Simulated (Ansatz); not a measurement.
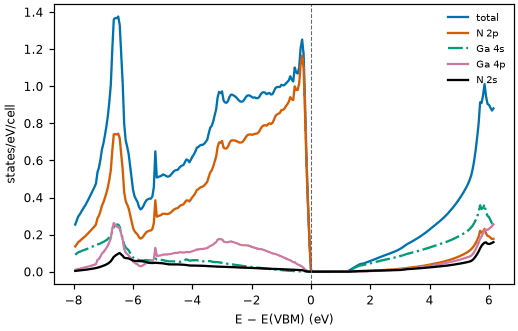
Figure: Total and projected density of states of GaN (rock salt, Fm-3m), r²SCAN in the plane-wave PAW code Ansatz

**Question.** Which orbitals carry the states next to the gap?

**Answer.** Top 1 eV of the valence band: N 2p 91 %. Bottom 1 eV of the conduction band: Ga 4s 80 %, N 2s 9 %, N 2p 6 %. Projections are on Löwdin-orthogonalised atomic valence shells; empty p or d shells of many metals are not among them.

**Question.** Where is the tallest occupied peak in this window, and what makes it?

**Answer.** Near -6.5 eV, about 1.4 states/eV per cell; the largest projected share is N 2p.

This is a known high-pressure phase of the composition, computed here at zero pressure and temperature. The cell was relaxed with r²SCAN under the symmetry of its start; its stability against distortions is not shown here. Scalar-relativistic: spin–orbit coupling is off unless named, which matters more the heavier the elements.

Potentials: the later of the program's two PAW sets.
